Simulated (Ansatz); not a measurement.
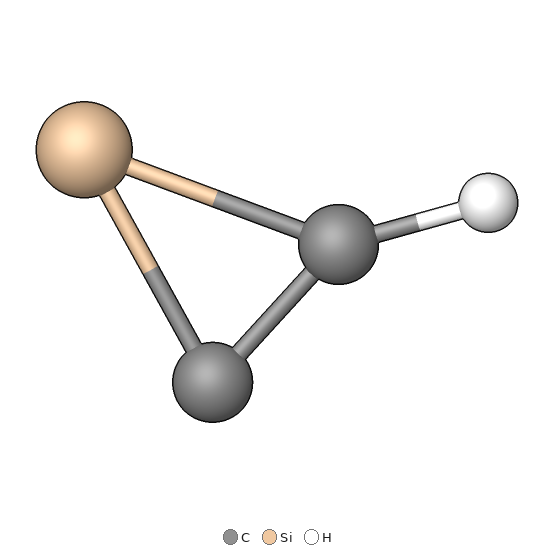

Rendered structure (ball-and-stick style).

Charge 0, doublet.

Question: Give the formula.

Answer: C₂HSi, 4 atoms: 2 carbon, 1 hydrogen and 1 silicon.

Question: What is the point group of this geometry?

Answer: Cs.

Question: How many bonds of each kind are drawn?

Answer: 2 C–Si, 1 C–C, 1 C–H. Sticks follow a distance rule.

Question: How many sets of symmetry-equivalent atoms are there?

Answer: 4: 1 C, 1 C, 1 Si, 1 H.

The parts below concern this one geometry. Atoms keep their numbers from picture to picture. The computed structure is the end point of a PBE0-D4/def2-TZVP optimisation. No frequency run is at hand to confirm it as a minimum.

**Geometry**

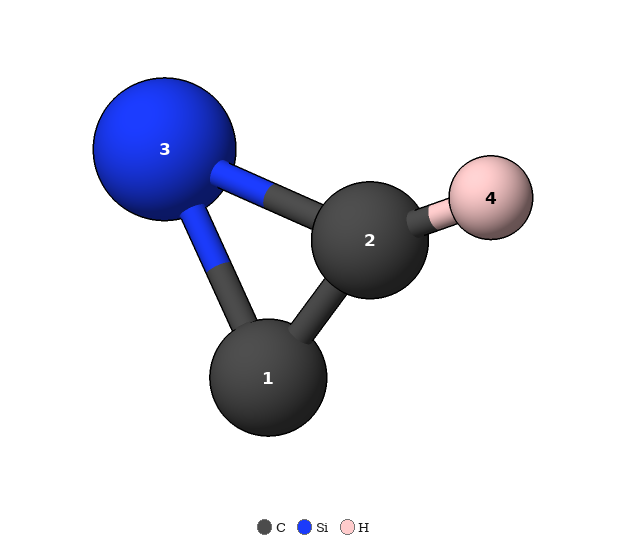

Numbered structure. No frequency run is at hand to confirm it as a minimum.

Estimate the angles C2–C1–Si3, C1–C2–Si3, C1–C2–H4, Si3–C2–H4, C1–Si3–C2.

| angle | degrees |
| --- | --- |
| C2–C1–Si3 | 71.1 |
| C1–C2–Si3 | 68.0 |
| C1–C2–H4 | 148.1 |
| Si3–C2–H4 | 143.9 |
| C1–Si3–C2 | 40.9 |

**Electronic properties**

No frequency run is at hand to confirm it as a minimum. Properties computed with UKS PBE0-D4/def2-TZVPP (Ansatz 0.2.0).

Predict the main results.

- HOMO energy (Kohn–Sham orbital): −6.16 eV
- ⟨S²⟩ of the determinant: 0.759

**Charges**

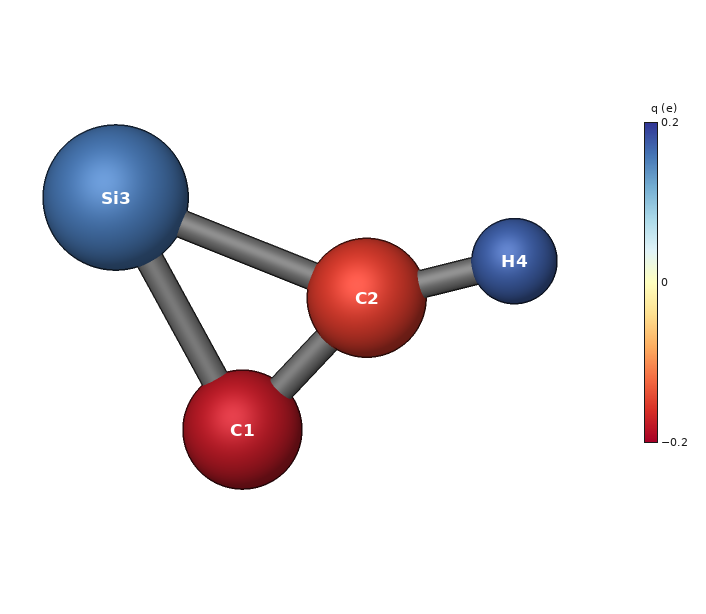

Atoms are coloured by their Mulliken charges. No frequency run is at hand to confirm it as a minimum. Method: UKS PBE0-D4/def2-TZVP (Ansatz 0.2.0).

Question: Which atom carries the highest charge (most positive or least negative)?

Answer: H4 (0.17 e).

Question: And the lowest?

Answer: C1 (−0.18 e).

Give the Mulliken charges atom by atom.

| atom | value (e) |
| --- | --- |
| C1 | −0.18 |
| C2 | −0.15 |
| Si3 | 0.16 |
| H4 | 0.17 |

**Dipole moment**

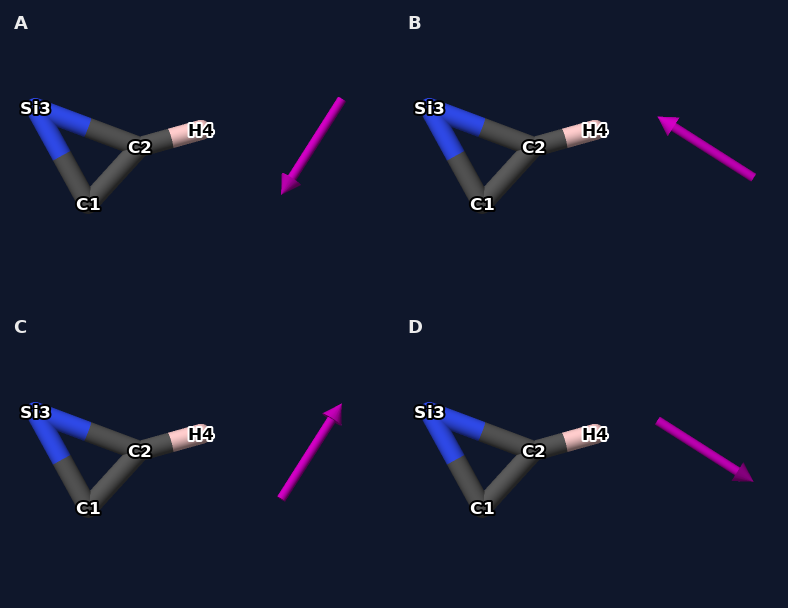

The same molecule four times, each with an arrow. No frequency run is at hand to confirm it as a minimum. Method: UKS PBE0-D4/def2-TZVP (Ansatz 0.2.0).

Question: Which arrow points along the dipole moment, from the negative to the positive end?

Answer: C. The dipole moment is 1.64 D; it points from the side of C1 to the side of H4 (the outermost atoms at the two ends).

Mulliken values depend strongly on the basis set and can even reverse the polarity of a bond.
